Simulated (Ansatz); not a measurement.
Run report: CH$_{5}$B$_{2}$Cl, geometry relaxation

- system: CH$_{5}$B$_{2}$Cl, SMILES BCBCl
- method: RKS PBE-D4/def2-SVPD (Ansatz 0.2.0)

It belongs to a series of runs on one base structure; here: end point B relaxed. Figures and captions count atoms from 1; the log counts them from 0 in places.

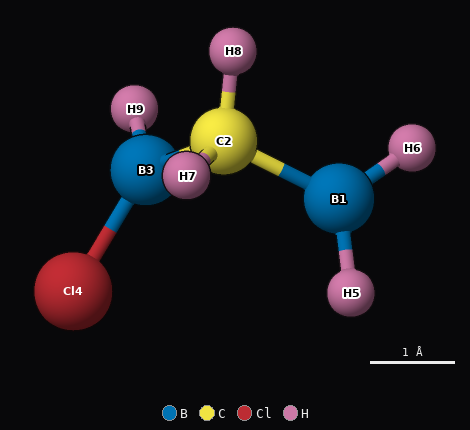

*The structure as given in the input (ball-and-stick view, seen at a tilt; atoms are numbered from 1 in the order of the input).*

Bond lengths as drawn: B–C 1.57 to 1.58 Å, B–Cl 1.69 Å, B–H 1.17 Å and C–H 1.09 Å.

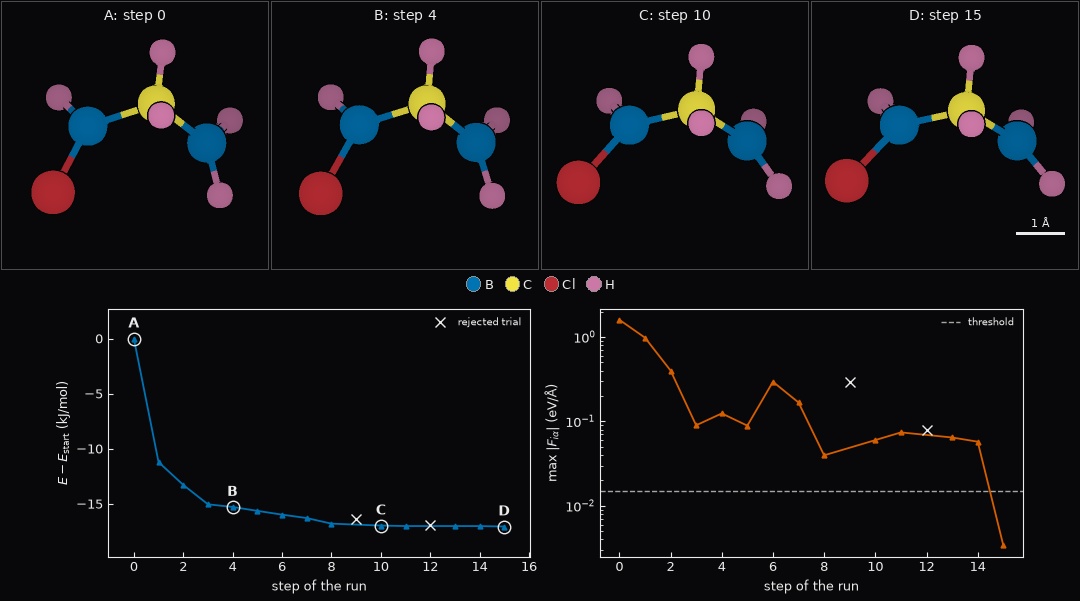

*Frames of the relaxation (ball-and-stick view, seen at a tilt) above the curves, on which the letters mark them (the first geometry is step 0 here and step 1 in the log).*

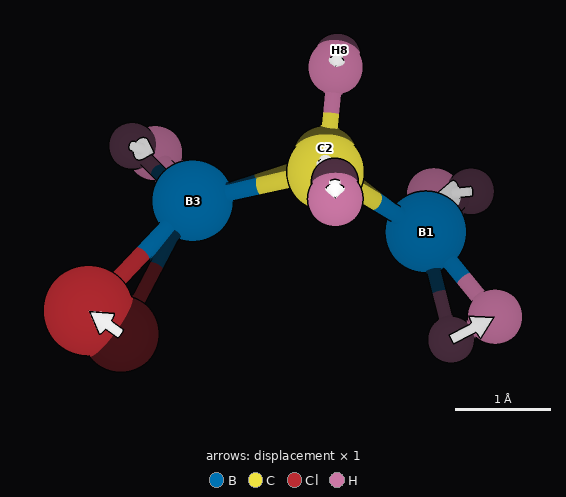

*Start (faint) and end (solid) with the displacements as white arrows, at true length (ball-and-stick view, seen at a tilt). The two geometries are laid on each other by the best rigid fit.*

The largest move after the best rigid fit is that of H5, 0.52 Å. By element the largest moves are H 0.52 Å, Cl 0.43 Å, C 0.18 Å, B 0.04 Å. Distances before and after: B3–Cl4 1.694 → 1.769 Å, B1–H5 1.169 → 1.213 Å, C2–H8 1.089 → 1.118 Å, C2–B3 1.578 → 1.558 Å. Among the angles that change: B3–C2–H8 111.0° → 102.8°, B1–C2–H8 111.3° → 104.4°, B3–C2–H7 108.4° → 114.3°. After 15 geometry steps the energy has fallen by 17.1 kJ/mol. The largest force component goes from 1.6 to 0.0034 eV/Å. The line search rejected the trial steps at points 9, 12 (counted from 0) and went back. (Atoms are counted from 1 in the order of the input.)

The input and output of the run follow.

## Input file
```yaml
crystal:
  periodic: [false, false, false]
  atoms:
    - { symbol: B, position_ang: [-0.67928, 1.13841, 0.03296] }
    - { symbol: C, position_ang: [0.211, -0.01104, 0.63143] }
    - { symbol: B, position_ang: [0.56535, -0.98051, -0.56269] }
    - { symbol: Cl, position_ang: [1.88502, -0.65132, -1.57299] }
    - { symbol: H, position_ang: [-0.17377, 2.03737, -0.51731] }
    - { symbol: H, position_ang: [-1.84406, 1.08097, 0.10786] }
    - { symbol: H, position_ang: [1.13856, 0.40655, 1.02283] }
    - { symbol: H, position_ang: [-0.31161, -0.54302, 1.42492] }
    - { symbol: H, position_ang: [-0.05446, -1.95578, -0.77187] }
basis:
  gaussian: { orbitals: def2-SVPD }
hamiltonian:
  xc: pbe
  dispersion: d4
relax:
  f_tol: 0.015
  max_steps: 40
```

Launch command:
```bash
ansatz run input.yaml --threads 2 --pin off --max-ram 3072MiB --backend cpu --events-out ev --progress --plain --runs-dir out
```

## What the program printed
```
The last accepted step is kept in [file] (removed where the run ends without a failure and the disk answers)
Engine: ansatz 0.2.0, x86_64-unknown-linux-gnu
Functional definition: PBE
  parameter kappa = 0.804
  parameter beta = 0.06672455060314922
  exchange = pbe_x(kappa = kappa, mu = beta*pi^2/3)
  correlation = pbe_c(beta = beta)
1083 factors; their error is unknown
mean field evaluation 1: about -14971.4745 eV, gradient 5.4e1 eV
mean field evaluation 2: about -14956.9648 eV, gradient 8.5e1 eV
mean field evaluation 4: about -14979.3015 eV, gradient 4.3e0 eV
mean field evaluation 8: about -14979.3157 eV, gradient 1.4e-1 eV
mean field evaluation 16: about -14979.3157 eV, gradient 3.7e-5 eV
mean field -14979.31572814 eV, -550.4796996643 hartree, gradient 3.7e-5 eV, S^2 0.000000; 0 other end points of the search recorded, 0 dependent functions left out
the calculation of the forces begins
reference -14979.31577847 eV, -550.4797015137 hartree; 19, 19 occupied and 108, 108 virtual orbitals, 1083 factors
relax step   1: F+E_penalty+E_count = -14979.47755149 eV  Δ(F+E_penalty+E_count) = +0.000e0 eV  max|allowed force component| = 1.596e0 eV/Å  Δτ_max = 0.0000 Å  (27 SCF iters, accepted)
these checks for a lower state are left out or cut short: starts, cluster_reference, orbital_swaps, neighbouring_geometries, increment
1083 factors; their error is unknown
mean field -14979.43190646 eV, -550.4839691389 hartree, gradient 8.2e-6 eV, S^2 0.000000; 0 other end points of the search recorded, 0 dependent functions left out
[... from here on the field's lines of each further geometry are left out, up to the last ...]
relax step   2: F+E_penalty+E_count = -14979.59374177 eV  Δ(F+E_penalty+E_count) = -1.162e-1 eV  max|allowed force component| = 9.800e-1 eV/Å  Δτ_max = 0.0567 Å  (28 SCF iters, accepted)
relax step   3: F+E_penalty+E_count = -14979.61518864 eV  Δ(F+E_penalty+E_count) = -2.145e-2 eV  max|allowed force component| = 4.001e-1 eV/Å  Δτ_max = 0.1284 Å  (28 SCF iters, accepted)
relax step   4: F+E_penalty+E_count = -14979.63344237 eV  Δ(F+E_penalty+E_count) = -1.825e-2 eV  max|allowed force component| = 8.985e-2 eV/Å  Δτ_max = 0.0809 Å  (27 SCF iters, accepted)
relax step   5: F+E_penalty+E_count = -14979.63596380 eV  Δ(F+E_penalty+E_count) = -2.521e-3 eV  max|allowed force component| = 1.241e-1 eV/Å  Δτ_max = 0.0404 Å  (28 SCF iters, accepted)
relax step   6: F+E_penalty+E_count = -14979.63960725 eV  Δ(F+E_penalty+E_count) = -3.643e-3 eV  max|allowed force component| = 8.897e-2 eV/Å  Δτ_max = 0.0754 Å  (28 SCF iters, accepted)
relax step   7: F+E_penalty+E_count = -14979.64316741 eV  Δ(F+E_penalty+E_count) = -3.560e-3 eV  max|allowed force component| = 2.946e-1 eV/Å  Δτ_max = 0.1952 Å  (31 SCF iters, accepted)
relax step   8: F+E_penalty+E_count = -14979.64638362 eV  Δ(F+E_penalty+E_count) = -3.216e-3 eV  max|allowed force component| = 1.673e-1 eV/Å  Δτ_max = 0.0261 Å  (29 SCF iters, accepted)
relax step   9: F+E_penalty+E_count = -14979.65162968 eV  Δ(F+E_penalty+E_count) = -5.246e-3 eV  max|allowed force component| = 3.962e-2 eV/Å  Δτ_max = 0.1170 Å  (28 SCF iters, accepted)
relax step  10: F+E_penalty+E_count = -14979.64712494 eV  Δ(F+E_penalty+E_count) = +4.505e-3 eV  max|allowed force component| = 2.905e-1 eV/Å  Δτ_max = 0.1722 Å  (32 SCF iters, rejected (line search))
relax step  11: F+E_penalty+E_count = -14979.65344213 eV  Δ(F+E_penalty+E_count) = -1.812e-3 eV  max|allowed force component| = 6.000e-2 eV/Å  Δτ_max = 0.0861 Å  (30 SCF iters, accepted)
relax step  12: F+E_penalty+E_count = -14979.65390008 eV  Δ(F+E_penalty+E_count) = -4.580e-4 eV  max|allowed force component| = 7.401e-2 eV/Å  Δτ_max = 0.0852 Å  (27 SCF iters, accepted)
relax step  13: F+E_penalty+E_count = -14979.65332235 eV  Δ(F+E_penalty+E_count) = +5.777e-4 eV  max|allowed force component| = 7.800e-2 eV/Å  Δτ_max = 0.0184 Å  (28 SCF iters, rejected (line search))
relax step  14: F+E_penalty+E_count = -14979.65390540 eV  Δ(F+E_penalty+E_count) = -5.317e-6 eV  max|allowed force component| = 6.443e-2 eV/Å  Δτ_max = 0.0092 Å  (28 SCF iters, accepted)
relax step  15: F+E_penalty+E_count = -14979.65392810 eV  Δ(F+E_penalty+E_count) = -2.271e-5 eV  max|allowed force component| = 5.744e-2 eV/Å  Δτ_max = 0.0139 Å  (28 SCF iters, accepted)
the calculation of the forces begins
reference -14979.49688005 eV, -550.4863568743 hartree; 19, 19 occupied and 108, 108 virtual orbitals, 1083 factors
relax step  16: F+E_penalty+E_count = -14979.65432608 eV  Δ(F+E_penalty+E_count) = -3.980e-4 eV  max|allowed force component| = 3.405e-3 eV/Å  Δτ_max = 0.0111 Å  (28 SCF iters, accepted)
1083 factors; their error is unknown
mean field evaluation 128: about -14979.3099 eV, gradient 8.7e0 eV
mean field -14979.49683133 eV, -550.4863550837 hartree, gradient 1.9e-5 eV, S^2 0.000000; 1 other end points of the search recorded, 0 dependent functions left out
the calculation of the forces begins
reference -14979.49688005 eV, -550.4863568743 hartree; 19, 19 occupied and 108, 108 virtual orbitals, 1083 factors
Total energy: -14979.65437480 eV, -550.4921446995 hartree
Atom 0 at    -0.704173     1.119203     0.063415 Å, force     0.001489     0.001260    -0.000072 eV/Å
Atom 1 at     0.351314     0.092943     0.583234 Å, force     0.001483    -0.000399    -0.003405 eV/Å
Atom 2 at     0.529491    -0.970778    -0.540612 Å, force     0.000224     0.001655     0.002224 eV/Å
Atom 3 at     2.022170    -1.049868    -1.487516 Å, force    -0.002923     0.000051     0.001358 eV/Å
Atom 4 at    -0.406138     2.280727    -0.118022 Å, force    -0.000920     0.000415    -0.000953 eV/Å
Atom 5 at    -1.834305     0.753911    -0.187581 Å, force    -0.001161    -0.000248    -0.000012 eV/Å
Atom 6 at     1.296121     0.534827     0.944611 Å, force     0.000357    -0.000666     0.001569 eV/Å
Atom 7 at    -0.184583    -0.476594     1.381558 Å, force     0.000353    -0.002000    -0.000303 eV/Å
Atom 8 at    -0.333148    -1.762742    -0.843947 Å, force     0.001098    -0.000069    -0.000407 eV/Å
Dipole moment:    -0.085612     0.004158     0.260272 e Å
```

## Trajectory as extended XYZ (Å, eV, eV/Å), 16 frames, from step=1 to step=16
```
9
Properties=species:S:1:pos:R:3:forces:R:3 step=1 energy=-14979.47755
B    -0.6793    1.1384    0.0330    0.7424  -0.9224   0.5091
C     0.2110   -0.0110    0.6314   -0.3088   0.1618  -0.5748
B     0.5654   -0.9805   -0.5627   -0.8961   0.4631   1.5964
Cl    1.8850   -0.6513   -1.5730    1.3906   0.3286  -1.1599
H    -0.1738    2.0374   -0.5173    0.4727   0.8544  -0.5181
H    -1.8441    1.0810    0.1079   -1.1175  -0.0514   0.0455
H     1.1386    0.4066    1.0228    0.6441   0.3424   0.0504
H    -0.3116   -0.5430    1.4249   -0.4201  -0.4527   0.2977
H    -0.0545   -1.9558   -0.7719   -0.5073  -0.7238  -0.2464
9
Properties=species:S:1:pos:R:3:forces:R:3 step=2 energy=-14979.59374
B    -0.6668    1.1238    0.0298    0.2466  -0.3347   0.1372
C     0.2183   -0.0101    0.6550    0.0552  -0.0779  -0.1242
B     0.5890   -0.9932   -0.5163   -0.9800   0.3113   0.5553
Cl    1.8663   -0.6193   -1.6159    0.7849   0.1181  -0.5499
H    -0.1432    2.0464   -0.5297    0.1239   0.2518  -0.1331
H    -1.8637    1.0570    0.0758   -0.3131  -0.0093  -0.0029
H     1.1570    0.4279    1.0394    0.1653   0.1143   0.0288
H    -0.3269   -0.5634    1.4380   -0.0967  -0.1131   0.0754
H    -0.0932   -1.9475   -0.7810    0.0138  -0.2606   0.0133
9
Properties=species:S:1:pos:R:3:forces:R:3 step=3 energy=-14979.61519
B    -0.6827    1.1319    0.0516   -0.0584   0.0209  -0.0338
C     0.2212    0.0022    0.6494    0.0538   0.1594  -0.1157
B     0.5344   -0.9508   -0.5578    0.2474  -0.4001   0.3134
Cl    1.9653   -0.6933   -1.5811   -0.2534   0.0455   0.0507
H    -0.1664    2.0788   -0.5137   -0.0667  -0.0598   0.0689
H    -1.8979    1.0483    0.0957    0.1249   0.0203  -0.0129
H     1.1811    0.4440    1.0029   -0.1224  -0.0886  -0.0557
H    -0.3091   -0.5778    1.4347    0.0438   0.0200  -0.1074
H    -0.1091   -1.9616   -0.7865    0.0310   0.2825  -0.1075
9
Properties=species:S:1:pos:R:3:forces:R:3 step=4 energy=-14979.63344
B    -0.6701    1.1240    0.0380   -0.0074  -0.0026  -0.0029
C     0.2218   -0.0026    0.6591    0.0808  -0.0287  -0.0533
B     0.5574   -0.9756   -0.5232   -0.0898   0.0185   0.0280
Cl    1.9117   -0.6444   -1.6169   -0.0494  -0.0250   0.0558
H    -0.1482    2.0683   -0.5189   -0.0219  -0.0174   0.0286
H    -1.8818    1.0474    0.0723    0.0341  -0.0032  -0.0161
H     1.1738    0.4379    1.0267   -0.0433  -0.0247  -0.0183
H    -0.3230   -0.5737    1.4383    0.0230   0.0204  -0.0250
H    -0.1048   -1.9597   -0.7803    0.0740   0.0626   0.0033
9
Properties=species:S:1:pos:R:3:forces:R:3 step=5 energy=-14979.63596
B    -0.6730    1.1232    0.0392   -0.0158  -0.0171   0.0119
C     0.2317    0.0073    0.6559    0.1241  -0.0102   0.0062
B     0.5522   -0.9707   -0.5219   -0.0936  -0.0486  -0.0321
Cl    1.9226   -0.6759   -1.6039   -0.0248  -0.0076   0.0398
H    -0.1670    2.0887   -0.4898    0.0040   0.0229   0.0034
H    -1.8812    1.0149    0.0483   -0.0020  -0.0044  -0.0149
H     1.1885    0.4397    1.0182   -0.0511   0.0003  -0.0092
H    -0.3084   -0.5666    1.4363    0.0016   0.0117  -0.0156
H    -0.1287   -1.9390   -0.7871    0.0576   0.0530   0.0104
9
Properties=species:S:1:pos:R:3:forces:R:3 step=6 energy=-14979.63961
B    -0.6771    1.1246    0.0425   -0.0133  -0.0216   0.0121
C     0.2500    0.0201    0.6458    0.0890   0.0019   0.0230
B     0.5458   -0.9722   -0.5253   -0.0628  -0.0324   0.0013
Cl    1.9381   -0.7303   -1.5883    0.0161   0.0037  -0.0022
H    -0.1980    2.1297   -0.4345    0.0188   0.0239   0.0000
H    -1.8791    0.9719    0.0119   -0.0292  -0.0152  -0.0160
H     1.2039    0.4539    1.0089   -0.0227  -0.0044  -0.0161
H    -0.2882   -0.5558    1.4273   -0.0106   0.0099  -0.0090
H    -0.1588   -1.9202   -0.7932    0.0147   0.0342   0.0069
9
Properties=species:S:1:pos:R:3:forces:R:3 step=7 energy=-14979.64317
B    -0.6877    1.1237    0.0532   -0.1383   0.1228  -0.1261
C     0.3024    0.0577    0.6269    0.0117  -0.0004  -0.0403
B     0.5282   -0.9700   -0.5274    0.0520  -0.0301  -0.0911
Cl    1.9766   -0.8702   -1.5500   -0.1072  -0.0197   0.0746
H    -0.2780    2.2301   -0.2875   -0.1466  -0.2926   0.1066
H    -1.8715    0.8371   -0.1044    0.2946   0.1094   0.0293
H     1.2553    0.4871    0.9850    0.0131   0.0192   0.0035
H    -0.2315   -0.5236    1.4112   -0.0283   0.0089   0.0204
H    -0.2571   -1.8502   -0.8118    0.0491   0.0824   0.0231
9
Properties=species:S:1:pos:R:3:forces:R:3 step=8 energy=-14979.64638
B    -0.6844    1.1207    0.0459   -0.1171   0.1025   0.0015
C     0.2954    0.0518    0.6278    0.0498   0.0102  -0.0194
B     0.5329   -0.9696   -0.5282   -0.0853  -0.0714   0.0088
Cl    1.9656   -0.8521   -1.5535    0.0628   0.0017  -0.0423
H    -0.2708    2.2158   -0.2989   -0.0656  -0.1563   0.0356
H    -1.8696    0.8590   -0.0904    0.1673   0.0355  -0.0125
H     1.2485    0.4820    0.9862    0.0030   0.0226   0.0046
H    -0.2406   -0.5258    1.4125   -0.0290   0.0012   0.0119
H    -0.2403   -1.8602   -0.8063    0.0141   0.0538   0.0118
9
Properties=species:S:1:pos:R:3:forces:R:3 step=9 energy=-14979.65163
B    -0.6972    1.1149    0.0567   -0.0306   0.0052   0.0066
C     0.3225    0.0720    0.6131   -0.0180  -0.0193   0.0132
B     0.5275   -0.9618   -0.5372    0.0164   0.0298   0.0313
Cl    2.0076   -0.9486   -1.5023    0.0362  -0.0133  -0.0349
H    -0.3293    2.2292   -0.2538   -0.0230  -0.0178   0.0134
H    -1.8614    0.8052   -0.1047    0.0396   0.0147  -0.0113
H     1.2708    0.5099    0.9707    0.0252   0.0072  -0.0085
H    -0.2045   -0.5138    1.4021   -0.0155   0.0124  -0.0074
H    -0.2992   -1.7854   -0.8494   -0.0303  -0.0188  -0.0024
9
Properties=species:S:1:pos:R:3:forces:R:3 step=10 energy=-14979.64712 accepted=F
B    -0.7132    1.1092    0.0607    0.0056   0.1718   0.1375
C     0.3603    0.1026    0.5861   -0.0821  -0.0384  -0.1496
B     0.5244   -0.9537   -0.5504    0.2035  -0.0794  -0.0557
Cl    2.0634   -1.0997   -1.4414   -0.2905   0.0194   0.1266
H    -0.4232    2.2778   -0.1442   -0.0513  -0.1877  -0.0123
H    -1.8511    0.7306   -0.1463    0.0786   0.0284  -0.0338
H     1.3057    0.5468    0.9392    0.0183   0.0036   0.0054
H    -0.1588   -0.4896    1.3804   -0.0046   0.0218  -0.0213
H    -0.3707   -1.7023   -0.8892    0.1224   0.0604   0.0032
9
Properties=species:S:1:pos:R:3:forces:R:3 step=11 energy=-14979.65344
B    -0.7023    1.1192    0.0640   -0.0116   0.0208  -0.0600
C     0.3352    0.0822    0.5957    0.0149  -0.0215   0.0290
B     0.5325   -0.9684   -0.5388   -0.0130   0.0037  -0.0001
Cl    2.0157   -1.0006   -1.5025    0.0022   0.0063   0.0095
H    -0.3668    2.2585   -0.1821   -0.0064   0.0060   0.0178
H    -1.8510    0.7863   -0.1472    0.0165  -0.0100   0.0122
H     1.2815    0.5208    0.9577    0.0088   0.0126  -0.0013
H    -0.1993   -0.4940    1.3884    0.0060  -0.0086  -0.0016
H    -0.3088   -1.7824   -0.8400   -0.0174  -0.0092  -0.0054
9
Properties=species:S:1:pos:R:3:forces:R:3 step=12 energy=-14979.65390
B    -0.7054    1.1200    0.0631   -0.0218   0.0617   0.0062
C     0.3520    0.0949    0.5799    0.0217  -0.0278  -0.0050
B     0.5320   -0.9741   -0.5391    0.0056   0.0293  -0.0554
Cl    2.0287   -1.0597   -1.4834   -0.0386  -0.0039   0.0352
H    -0.4104    2.2864   -0.1144   -0.0159  -0.0740   0.0015
H    -1.8376    0.7526   -0.1813    0.0258   0.0108  -0.0071
H     1.2963    0.5375    0.9420    0.0005  -0.0046   0.0023
H    -0.1834   -0.4766    1.3774    0.0005   0.0084   0.0065
H    -0.3355   -1.7593   -0.8491    0.0221   0.0001   0.0158
9
Properties=species:S:1:pos:R:3:forces:R:3 step=13 energy=-14979.65332 accepted=F
B    -0.7088    1.1217    0.0703    0.0293   0.0198  -0.0447
C     0.3544    0.0975    0.5779   -0.0268   0.0353  -0.0149
B     0.5256   -0.9640   -0.5493    0.0704  -0.0780   0.0548
Cl    2.0340   -1.0730   -1.4719   -0.0550   0.0182   0.0030
H    -0.4176    2.2871   -0.1092   -0.0152  -0.0328   0.0191
H    -1.8346    0.7475   -0.1867   -0.0126   0.0100   0.0145
H     1.2999    0.5393    0.9377   -0.0013  -0.0092  -0.0003
H    -0.1765   -0.4787    1.3755    0.0063  -0.0031  -0.0070
H    -0.3396   -1.7558   -0.8492    0.0049   0.0398  -0.0245
9
Properties=species:S:1:pos:R:3:forces:R:3 step=14 energy=-14979.65390
B    -0.7066    1.1206    0.0649    0.0022  -0.0184  -0.0060
C     0.3515    0.0947    0.5799   -0.0269  -0.0107  -0.0223
B     0.5287   -0.9707   -0.5428   -0.0044  -0.0032   0.0232
Cl    2.0250   -1.0564   -1.4813    0.0164  -0.0003  -0.0162
H    -0.4111    2.2820   -0.1142    0.0063   0.0263  -0.0007
H    -1.8362    0.7550   -0.1885    0.0023  -0.0052   0.0069
H     1.2955    0.5316    0.9430    0.0644   0.0496  -0.0027
H    -0.1764   -0.4732    1.3823   -0.0522  -0.0412   0.0182
H    -0.3336   -1.7620   -0.8482   -0.0082   0.0031  -0.0004
9
Properties=species:S:1:pos:R:3:forces:R:3 step=15 energy=-14979.65393
B    -0.7027    1.1181    0.0638   -0.0146  -0.0089  -0.0085
C     0.3524    0.0900    0.5825   -0.0146   0.0574   0.0091
B     0.5298   -0.9723   -0.5420    0.0143   0.0024   0.0164
Cl    2.0212   -1.0522   -1.4901    0.0015   0.0014  -0.0050
H    -0.4039    2.2804   -0.1140   -0.0018  -0.0069   0.0021
H    -1.8326    0.7540   -0.1897   -0.0063   0.0021  -0.0021
H     1.2905    0.5442    0.9461    0.0225  -0.0453  -0.0069
H    -0.1841   -0.4769    1.3822   -0.0005  -0.0017  -0.0031
H    -0.3338   -1.7638   -0.8436   -0.0006  -0.0006  -0.0020
9
Properties=species:S:1:pos:R:3:forces:R:3 step=16 energy=-14979.65433
B    -0.7042    1.1192    0.0634    0.0015   0.0013  -0.0001
C     0.3513    0.0929    0.5832    0.0015  -0.0004  -0.0034
B     0.5295   -0.9708   -0.5406    0.0002   0.0017   0.0022
Cl    2.0222   -1.0499   -1.4875   -0.0029   0.0001   0.0014
H    -0.4061    2.2807   -0.1180   -0.0009   0.0004  -0.0010
H    -1.8343    0.7539   -0.1876   -0.0012  -0.0002   0.0000
H     1.2961    0.5348    0.9446    0.0004  -0.0007   0.0016
H    -0.1846   -0.4766    1.3816    0.0004  -0.0020  -0.0003
H    -0.3331   -1.7627   -0.8439    0.0011  -0.0001  -0.0004
```

## Summary

| quantity | value |
| --- | --- |
| outcome | converged |
| total energy | −14979.6544 eV |
| mean-field energy | −14979.4969 eV |
| largest force (length of the vector) at the end | 0.004 eV/Å |
| hardware | 2 threads of Intel Xeon (Granite Rapids), 12 GiB of memory available, shared host |
| wall time | 16 s (CPU time 30 s) |
| peak memory | 0.17 GiB |
